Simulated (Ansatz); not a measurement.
# Geometry relaxation, with input and output: Pd18C (part 2 of 2)

Continued. System: Pd18C (slab, 19 atoms in the cell). Method: DFT PBEsol, scalar-relativistic, plane waves, PAW, PAW set soft_1, no spin polarisation (Ansatz 0.2.0); cutoff 420 eV, 1×3×1 k-mesh, Fermi–Dirac smearing of 0.05 eV. The input holds or restrains some coordinates. Forces given for the steps count only the free coordinates. It belongs to a series of runs on one base structure; here: start relaxed.

Geometry of the input (Å; fractional positions):
```
11.6700  0.0000  0.0000
0.0000  5.5013  0.0000
0.0000  0.0000  15.7506
Pd 0.0000  0.0000  0.0635
Pd 0.3333  0.0000  0.0635
Pd 0.6667  0.0000  0.0635
Pd 0.0000  0.5000  0.0635
Pd 0.3333  0.5000  0.0635
Pd 0.6667  0.5000  0.0635
Pd 0.1667  0.2500  0.1508
Pd 0.5000  0.2500  0.1508
Pd 0.8333  0.2500  0.1508
Pd 0.1667  0.7500  0.1508
Pd 0.5000  0.7500  0.1508
Pd 0.8333  0.7500  0.1508
Pd 0.0000  0.0000  0.2381
Pd 0.3333  0.0000  0.2381
Pd 0.6667  0.0000  0.2381
Pd 0.0000  0.5000  0.2381
Pd 0.3333  0.5000  0.2381
Pd 0.6667  0.5000  0.2381
C  0.5558  0.6580  0.3365
```

**Output, continued**
```
--- Forces (eV/Å), atoms counted from 1 ---
  atom   1  Pd     0.07877928     0.15026127     0.06928316
  atom   2  Pd    -0.22639974     0.11474006    -0.10754639
  atom   3  Pd     0.16211387     0.10288323    -0.01140975
  atom   4  Pd     0.07573136    -0.15000581     0.06848184
  atom   5  Pd    -0.22461674    -0.11256594    -0.10495945
  atom   6  Pd     0.16239891    -0.10470349     0.03872798
  atom   7  Pd    -0.00533959    -0.00788833    -0.01274025
  atom   8  Pd     0.00353198     0.01183984    -0.01775732
  atom   9  Pd     0.00180188     0.00059033     0.01518508
  atom  10  Pd     0.00089155    -0.00223079    -0.00410358
  atom  11  Pd    -0.05073729    -0.01591945     0.01141073
  atom  12  Pd    -0.02431583    -0.01493734    -0.00200141
  atom  13  Pd    -0.00535170     0.00207218     0.00944675
  atom  14  Pd    -0.02355081     0.00008042     0.00071453
  atom  15  Pd     0.02059240     0.01843038     0.03798145
  atom  16  Pd    -0.00878713     0.00118774     0.00914392
  atom  17  Pd     0.00494126     0.00908947     0.00866653
  atom  18  Pd     0.04037192    -0.03150491    -0.02979659
  atom  19  C      0.01795971     0.02867021     0.02134990
  max |Σ_I F_I| component: 8.91e-5 eV/Å
--- Band table (eV) ---
  k-point 0: bands = ["-82.9526", "-82.5156", "-82.4954", "-82.1783", "-82.1690", "-82.1576", "-82.1554", "-82.1438", "-81.8929", "-81.8752", "-81.8402", "-81.8221", "-81.7913", "-81.7910", "-81.7730", "-81.7728", "-81.7568", "-81.7374", "-49.0831", "-48.8054", "-48.6613", "-48.5561", "-48.5477", "-48.1532", "-48.0785", "-48.0774", "-48.0612", "-48.0395", "-48.0392", "-48.0349", "-48.0239", "-47.9985", "-47.9899", "-47.9757", "-47.9048", "-47.8802", "-47.8732", "-47.8319", "-47.8301", "-47.8269",
      "-47.8205", "-47.8076", "-47.7874", "-47.7734", "-47.7309", "-47.7147", "-47.7037", "-47.6619", "-47.6546", "-47.6335", "-47.6100", "-47.6051", "-47.5852", "-47.5781", "-47.5754", "-47.5588", "-47.5461", "-47.5428", "-47.5378", "-47.5309", "-47.5187", "-47.5106", "-47.4858", "-47.4824", "-47.4739", "-47.4714", "-47.4355", "-47.4183", "-47.4174", "-47.4014", "-47.3582", "-47.3371", "-9.8022", "-4.1700", "-3.9608", "-3.8045", "-3.6244", "-3.3781", "-3.2390", "-2.9907",
      "-2.9287", "-2.9175", "-2.7736", "-2.7404", "-2.6833", "-2.6337", "-2.5133", "-2.4754", "-2.4290", "-2.2885", "-2.1155", "-2.0855", "-2.0577", "-1.9477", "-1.8952", "-1.8448", "-1.7891", "-1.6854", "-1.6804", "-1.6584", "-1.5849", "-1.3309", "-1.2015", "-1.1432", "-1.1112", "-1.0291", "-0.9671", "-0.9574", "-0.9125", "-0.9008", "-0.8490", "-0.7816", "-0.7613", "-0.6821", "-0.6309", "-0.5863", "-0.5373", "-0.5238", "-0.5133", "-0.4923",
      "-0.4360", "-0.4015", "-0.2885", "-0.2283", "-0.1740", "0.0559", "0.1854", "0.2208", "0.2381", "0.2496", "0.2872", "0.3469", "0.3819", "0.4026", "0.5009", "0.5081", "0.5309", "0.5716", "0.5975", "0.6572", "0.7428", "0.7510", "0.8845", "0.9148", "0.9634", "0.9872", "1.0861", "1.1231", "1.1921", "1.2178", "1.2576", "1.2896", "1.4142", "1.4319", "1.4474", "1.4878", "1.5175", "1.5624", "1.6534", "1.6777",
      "1.7019", "1.7094", "1.7270", "1.7500", "1.7930", "1.8139", "1.9320", "1.9967", "2.5189", "2.6536", "2.9855", "3.2880", "3.5308", "3.8405", "4.3867", "4.4151", "4.5634", "4.6586", "4.7556", "4.8974", "5.1256", "5.5267", "5.7218", "5.8258", "6.4544", "6.5294", "6.6550", "6.8843", "7.2466", "7.5682", "7.5786", "7.7195", "7.7512", "7.8005", "7.9747", "8.2445", "8.3471"]
  k-point 1: bands = ["-82.9525", "-82.5108", "-82.5002", "-82.1738", "-82.1659", "-82.1621", "-82.1555", "-82.1470", "-81.8886", "-81.8796", "-81.8357", "-81.8266", "-81.7867", "-81.7865", "-81.7775", "-81.7774", "-81.7529", "-81.7413", "-49.0816", "-48.7674", "-48.6938", "-48.5543", "-48.5349", "-48.1300", "-48.0830", "-48.0606", "-48.0431", "-48.0268", "-48.0240", "-48.0133", "-48.0047", "-47.9963", "-47.9922", "-47.9758", "-47.9205", "-47.8903", "-47.8854", "-47.8649", "-47.8626", "-47.8257",
      "-47.7998", "-47.7876", "-47.7733", "-47.7440", "-47.7006", "-47.6854", "-47.6843", "-47.6760", "-47.6566", "-47.6502", "-47.6435", "-47.6130", "-47.6025", "-47.5920", "-47.5879", "-47.5859", "-47.5737", "-47.5697", "-47.5383", "-47.5332", "-47.5226", "-47.5157", "-47.4865", "-47.4826", "-47.4738", "-47.4716", "-47.4316", "-47.4233", "-47.4135", "-47.4054", "-47.3548", "-47.3412", "-9.7395", "-3.9834", "-3.7728", "-3.5012", "-3.3864", "-2.9093", "-2.8308", "-2.7292",
      "-2.6135", "-2.5070", "-2.4762", "-2.4425", "-2.3399", "-2.2823", "-2.1800", "-2.1613", "-2.0601", "-1.9967", "-1.9098", "-1.8860", "-1.8340", "-1.7733", "-1.7491", "-1.7316", "-1.7004", "-1.5846", "-1.5717", "-1.5245", "-1.4891", "-1.4673", "-1.3726", "-1.3472", "-1.3259", "-1.3033", "-1.2534", "-1.1567", "-1.0241", "-0.9856", "-0.9344", "-0.9014", "-0.8066", "-0.7099", "-0.6903", "-0.6086", "-0.5812", "-0.4917", "-0.4686", "-0.4401",
      "-0.4244", "-0.3652", "-0.3435", "-0.3055", "-0.2076", "-0.1602", "-0.0729", "-0.0482", "-0.0056", "0.0399", "0.1022", "0.1325", "0.1409", "0.1988", "0.2091", "0.2482", "0.3112", "0.4358", "0.4833", "0.5154", "0.5400", "0.5921", "0.6039", "0.6106", "0.6847", "0.7598", "0.7817", "0.8625", "0.9386", "0.9734", "0.9907", "1.0539", "1.0813", "1.1529", "1.1968", "1.2138", "1.3430", "1.3672", "1.3794", "1.4418",
      "1.4496", "1.4955", "1.5045", "1.5511", "1.5686", "1.6241", "1.6544", "1.8101", "1.8717", "2.3624", "2.8293", "2.9203", "3.4678", "3.6847", "3.7604", "4.1419", "4.5579", "5.0132", "5.2189", "5.3443", "5.6011", "5.7269", "5.9000", "6.3213", "6.5402", "6.9065", "7.0910", "7.1893", "7.4549", "7.7474", "7.8494", "8.0239", "8.1752", "8.1916", "8.2898", "8.3544", "8.5529"]
--- Relaxed structure (10 steps of the walk, 10 accepted, 0 SCFs on fresh bases) ---
  F+E_penalty+E_count = -124550.24538683 eV   max|allowed force component| = 5.074e-2 eV/Å
  atoms:
    - { symbol: Pd, position: [0.0, 0.0, 0.0634895] }
    - { symbol: Pd, position: [0.3333333, 0.0, 0.0634895] }
    - { symbol: Pd, position: [0.6666667, 0.0, 0.0634895] }
    - { symbol: Pd, position: [0.0, 0.49999999999999994, 0.0634895] }
    - { symbol: Pd, position: [0.3333333, 0.49999999999999994, 0.0634895] }
    - { symbol: Pd, position: [0.6666667, 0.49999999999999994, 0.0634895] }
    - { symbol: Pd, position: [0.16792793395392236, 0.25004665751486643, 0.14851907457882063] }
    - { symbol: Pd, position: [0.5012218934721986, 0.24968329472409223, 0.14240679281343807] }
    - { symbol: Pd, position: [0.8274528358889208, 0.24968216453449843, 0.14711550155312972] }
    - { symbol: Pd, position: [0.16600028787304857, 0.7500624303950505, 0.1458912606209936] }
    - { symbol: Pd, position: [0.4988254847246687, 0.7497174378312659, 0.14405680589191436] }
    - { symbol: Pd, position: [0.8316963358525126, 0.7498454548530321, 0.14472405963332996] }
    - { symbol: Pd, position: [-0.002983976630789991, 0.001073314540481472, 0.22681537188749745] }
    - { symbol: Pd, position: [0.3351026183970622, -0.0008072028683583338, 0.22899735298382484] }
    - { symbol: Pd, position: [0.6634916923072699, -0.0008389359735261294, 0.2371768061708304] }
    - { symbol: Pd, position: [-0.00300177279963053, 0.49832558646917485, 0.22679935804963197] }
    - { symbol: Pd, position: [0.33489724946131844, 0.500349957264818, 0.22903111606390256] }
    - { symbol: Pd, position: [0.6639313513442094, 0.4957380640355669, 0.23820622825388027] }
    - { symbol: C, position: [0.5578148140786136, 0.7465834681664859, 0.2555558695074512] }
```

**Trajectory as extended XYZ (Å, eV, eV/Å), 5 of the 10 frames kept, from step=1 to step=10**
```
19
Lattice="11.6700 0.0000 0.0000 0.0000 5.5013 0.0000 0.0000 0.0000 15.7506" Properties=species:S:1:pos:R:3:forces:R:3 step=1 energy=-124546.29005
Pd    0.0000    0.0000    1.0000    0.0806  -0.0281   0.7827
Pd    3.8900    0.0000    1.0000   -0.0101  -0.0139   0.7828
Pd    7.7800    0.0000    1.0000    0.0019   0.0568   0.7635
Pd    0.0000    2.7506    1.0000    0.0042  -0.0010   0.7236
Pd    3.8900    2.7506    1.0000   -0.0060   0.0112   0.7655
Pd    7.7800    2.7506    1.0000    0.0106  -0.0580   0.8248
Pd    1.9450    1.3753    2.3753    0.1131   0.0254   0.0520
Pd    5.8350    1.3753    2.3753   -0.0394  -0.0437  -0.0158
Pd    9.7250    1.3753    2.3753   -0.0479  -0.0483  -0.0169
Pd    1.9450    4.1260    2.3753   -0.0670   0.0028  -0.0655
Pd    5.8350    4.1260    2.3753   -0.0527   0.0384   0.0395
Pd    9.7250    4.1260    2.3753    0.0855   0.0172   0.0093
Pd    0.0000    0.0000    3.7506   -0.0120   0.0092  -0.8257
Pd    3.8900    0.0000    3.7506    0.0572  -0.0482  -0.6412
Pd    7.7800    0.0000    3.7506   -0.5584  -0.5911   0.1194
Pd    0.0000    2.7506    3.7506    0.0098  -0.0001  -0.7495
Pd    3.8900    2.7506    3.7506    0.4366   0.1009  -0.3800
Pd    7.7800    2.7506    3.7506   -1.9297   1.0945   1.8369
C     6.4866    3.6199    5.3006    1.9239  -0.5240  -4.0063
19
Lattice="11.6700 0.0000 0.0000 0.0000 5.5013 0.0000 0.0000 0.0000 15.7506" Properties=species:S:1:pos:R:3:forces:R:3 step=3 energy=-124548.17205
Pd    0.0000    0.0000    1.0000    0.0911   0.0244   0.5612
Pd    3.8900    0.0000    1.0000   -0.0789  -0.0009   0.5403
Pd    7.7800    0.0000    1.0000   -0.0016   0.0717   0.7465
Pd    0.0000    2.7506    1.0000   -0.0188  -0.0529   0.5405
Pd    3.8900    2.7506    1.0000   -0.0105   0.0196   0.6102
Pd    7.7800    2.7506    1.0000    0.0267  -0.0588   0.9212
Pd    1.9587    1.3793    2.3742    0.1005   0.0289  -0.0176
Pd    5.8356    1.3714    2.3649    0.0481  -0.0316  -0.1374
Pd    9.7017    1.3721    2.3773   -0.2186  -0.0442   0.0144
Pd    1.9443    4.1255    2.3614    0.0156  -0.0012  -0.1270
Pd    5.8281    4.1298    2.3654   -0.0947   0.0579  -0.1850
Pd    9.7172    4.1237    2.3762   -0.1128  -0.0303  -0.0010
Pd   -0.0020    0.0016    3.6745   -0.0261   0.0108  -0.5099
Pd    3.8941   -0.0022    3.6916   -0.0007  -0.0030  -0.4247
Pd    7.7195   -0.0465    3.7693   -0.5043  -0.3109   0.2324
Pd   -0.0003    2.7498    3.6824   -0.0174  -0.0100  -0.4546
Pd    3.9263    2.7588    3.7133    0.1289   0.0345  -0.3116
Pd    7.6757    2.7875    3.8266    0.5202  -1.0022  -0.6918
C     6.6336    3.6282    4.9420    0.1530   1.2980  -1.3068
19
Lattice="11.6700 0.0000 0.0000 0.0000 5.5013 0.0000 0.0000 0.0000 15.7506" Properties=species:S:1:pos:R:3:forces:R:3 step=5 energy=-124549.36554
Pd    0.0000    0.0000    1.0000    0.0433   0.0700   0.3200
Pd    3.8900    0.0000    1.0000   -0.0677   0.0145   0.2350
Pd    7.7800    0.0000    1.0000    0.0034   0.0514   0.6689
Pd    0.0000    2.7506    1.0000   -0.0108  -0.0994   0.3660
Pd    3.8900    2.7506    1.0000   -0.0189   0.0135   0.3404
Pd    7.7800    2.7506    1.0000    0.0636  -0.0905   0.5573
Pd    1.9706    1.3828    2.3623    0.0488   0.0015  -0.0397
Pd    5.8392    1.3604    2.3304   -0.0023  -0.0236  -0.1801
Pd    9.6734    1.3552    2.3699   -0.1187  -0.0384  -0.0395
Pd    1.9476    4.1251    2.3336    0.0196  -0.0048  -0.1120
Pd    5.8255    4.1203    2.3389    0.0377  -0.1507   0.1823
Pd    9.7023    4.1164    2.3629    0.0349  -0.0110  -0.1533
Pd   -0.0077    0.0012    3.6104   -0.0269  -0.0068  -0.1942
Pd    3.8957   -0.0032    3.6383    0.0038  -0.0061  -0.1414
Pd    7.6496   -0.1214    3.7955   -0.3571  -0.5007   0.3580
Pd   -0.0071    2.7463    3.6210   -0.0509  -0.0271  -0.2460
Pd    3.9373    2.7608    3.6670   -0.0555  -0.0154  -0.1915
Pd    7.7157    2.6800    3.7604    0.2581  -0.5558  -0.2333
C     6.7019    3.8683    4.6391    0.1953   1.3789  -1.4976
19
Lattice="11.6700 0.0000 0.0000 0.0000 5.5013 0.0000 0.0000 0.0000 15.7506" Properties=species:S:1:pos:R:3:forces:R:3 step=8 energy=-124550.20712
Pd    0.0000    0.0000    1.0000    0.0780   0.1333   0.0903
Pd    3.8900    0.0000    1.0000   -0.1397   0.0586  -0.0726
Pd    7.7800    0.0000    1.0000    0.0992   0.0578   0.1737
Pd    0.0000    2.7506    1.0000    0.0637  -0.1570   0.0983
Pd    3.8900    2.7506    1.0000   -0.1334  -0.0807  -0.0277
Pd    7.7800    2.7506    1.0000    0.1339  -0.1135   0.1124
Pd    1.9683    1.3759    2.3381   -0.0401  -0.0082  -0.0183
Pd    5.8432    1.3597    2.2590    0.0247  -0.0069  -0.0726
Pd    9.6573    1.3579    2.3314    0.0077   0.0016  -0.0284
Pd    1.9469    4.1230    2.2997   -0.0378  -0.0060  -0.0241
Pd    5.8223    4.1111    2.3115    0.1588   0.0084   0.4025
Pd    9.7100    4.1169    2.2973   -0.0518  -0.0238  -0.0451
Pd   -0.0204   -0.0033    3.5726   -0.0091   0.0217   0.0043
Pd    3.8995   -0.0055    3.6080   -0.0141  -0.0205   0.0252
Pd    7.7224   -0.0643    3.7566    0.1811   0.1883  -0.0731
Pd   -0.0234    2.7372    3.5720   -0.0199  -0.0333   0.0005
Pd    3.9141    2.7456    3.6198   -0.0392   0.0154  -0.0004
Pd    7.7439    2.6684    3.7385   -0.0391   0.1144   0.0936
C     6.5359    4.0509    4.1325   -0.2240  -0.1488  -0.6384
19
Lattice="11.6700 0.0000 0.0000 0.0000 5.5013 0.0000 0.0000 0.0000 15.7506" Properties=species:S:1:pos:R:3:forces:R:3 step=10 energy=-124550.24539
Pd    0.0000    0.0000    1.0000    0.0788   0.1503   0.0693
Pd    3.8900    0.0000    1.0000   -0.2264   0.1147  -0.1075
Pd    7.7800    0.0000    1.0000    0.1621   0.1029  -0.0114
Pd    0.0000    2.7506    1.0000    0.0757  -0.1500   0.0685
Pd    3.8900    2.7506    1.0000   -0.2246  -0.1126  -0.1050
Pd    7.7800    2.7506    1.0000    0.1624  -0.1047   0.0387
Pd    1.9597    1.3756    2.3393   -0.0053  -0.0079  -0.0127
Pd    5.8493    1.3736    2.2430    0.0035   0.0118  -0.0178
Pd    9.6564    1.3736    2.3172    0.0018   0.0006   0.0152
Pd    1.9372    4.1263    2.2979    0.0009  -0.0022  -0.0041
Pd    5.8213    4.1244    2.2690   -0.0507  -0.0159   0.0114
Pd    9.7059    4.1251    2.2795   -0.0243  -0.0149  -0.0020
Pd   -0.0348    0.0059    3.5725   -0.0054   0.0021   0.0094
Pd    3.9106   -0.0044    3.6069   -0.0236   0.0001   0.0007
Pd    7.7429   -0.0046    3.7357    0.0206   0.0184   0.0380
Pd   -0.0350    2.7414    3.5722   -0.0088   0.0012   0.0091
Pd    3.9083    2.7526    3.6074    0.0049   0.0091   0.0087
Pd    7.7481    2.7272    3.7519    0.0404  -0.0315  -0.0298
C     6.5097    4.1072    4.0252    0.0180   0.0287   0.0214
```

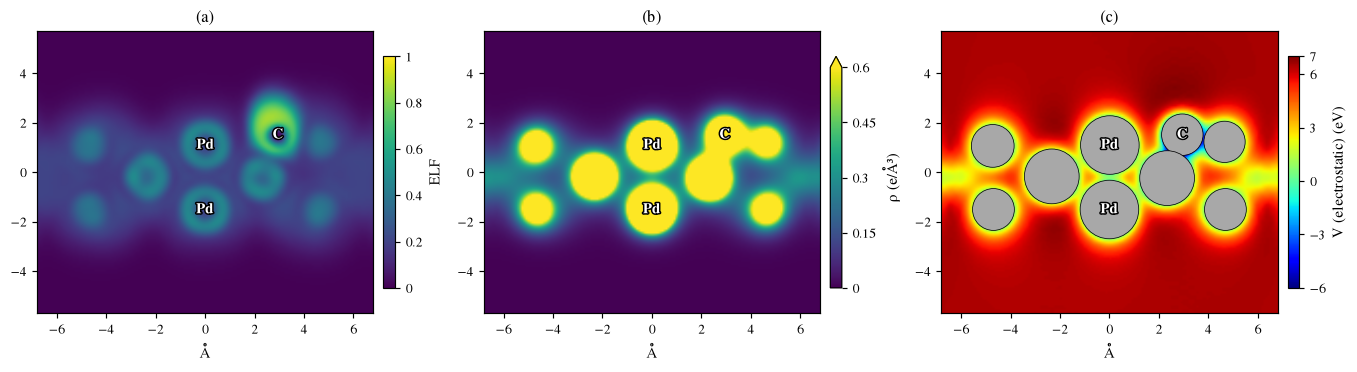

Fig. 1: (a) electron localisation function; (b) valence pseudo-density; (c) electrostatic potential energy of an electron on the (11̄0) plane of the calculation cell, a cut from vacuum to vacuum. Grey discs, where drawn, cover atomic cores. The density dies away to nearly zero in the vacuum. In a PAW calculation such maps are meaningful between the atoms, not at the nuclei.

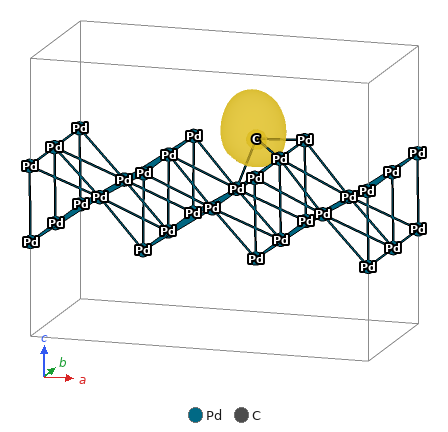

Fig. 2: Isosurface of the electron localisation function at 0.4 (yellow), seen slightly off an axis. Core shells and regions of very low density are left out. Sticks mark near contacts. Profiles from the grid: Pd–C (1.87 Å): the ELF is about 0.40 at the midpoint. Pd–Pd (2.57 Å): the ELF is about 0.20 at the midpoint (no shared electron pair).

**Summary**

| quantity | value |
| --- | --- |
| outcome | converged under the restraints of the input |
| electrons treated | 328 |
| free energy | −124550.2454 eV |
| Fermi energy | 1.667 eV |
| final volume | 1011.19 Å³ |
| largest force (length of the vector) at the end, held atoms and coordinates included | 0.276 eV/Å |
| wall time | 89 s (CPU time 5.7 min) |
| peak memory | 2.2 GiB |

**Notes**

The program warns: the PAW datasets were made with another functional; the exchange-correlation potential is rough where the density is thin. The input asks for low accuracy. The k-point mesh is coarse for a cell of this size, so the results may not be converged.
